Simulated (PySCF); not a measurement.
Consider C4H7OP.

Input

```
{"job": {"kind": "nmr", "xc": "PBE0", "basis": "pcSseg-1"}, "charge": 0, "multiplicity": 1}
C      2.885127     0.326432     0.035438
C      1.500178    -0.054513     0.160367
C      0.337784    -0.344350     0.284863
P     -1.333530    -0.897133     0.382560
C     -2.337563     0.502197    -0.211366
O     -1.600781    -2.170039    -0.286536
H      3.449986    -0.057154     0.884318
H      3.299902    -0.088644    -0.882342
H      2.974203     1.412033     0.009302
H     -1.553183    -0.921762     1.758827
H     -2.098044     1.416759     0.321517
H     -2.140167     0.626436    -1.275843
H     -3.388300     0.250224    -0.077424
```

Command:

```sh
OMP_NUM_THREADS=1 python probes_run.py task.json out
```

Geometry: GFN2-xTB.

These are results of PBE0/pcSseg-1, SCF density, gas phase, non-relativistic (PySCF 2.14.0), not measurements.

Q: Predict the electron density and electron localisation function between the atoms.

A: C–C (1.20 Å): ρ is about 2.7 e/Å³ halfway; the ELF peaks at about 0.85 between the atoms (a short, multiple covalent bond).
C–P (1.76 Å): the density is about 1.2 e/Å³ at the midpoint; the ELF peaks at about 0.95 between the atoms (localised, covalent bonding).
C–H (1.09 Å): ρ at the midpoint is about 2 e/Å³; the ELF climbs to about 1 towards the hydrogen, as it does in any bond to H: an ordinary covalent bond to hydrogen.
C–P (1.82 Å): ρ is about 1.2 e/Å³ halfway; the ELF peaks at about 0.95 between the atoms, as expected for localised, covalent bonding.

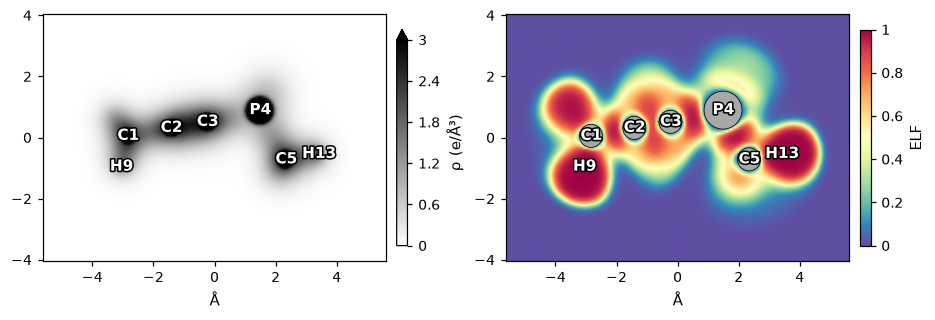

Computed electron density and electron localisation function on the plane of atoms C3, P4 and C5, in this order. Grey discs cover the atomic cores in the ELF map. 
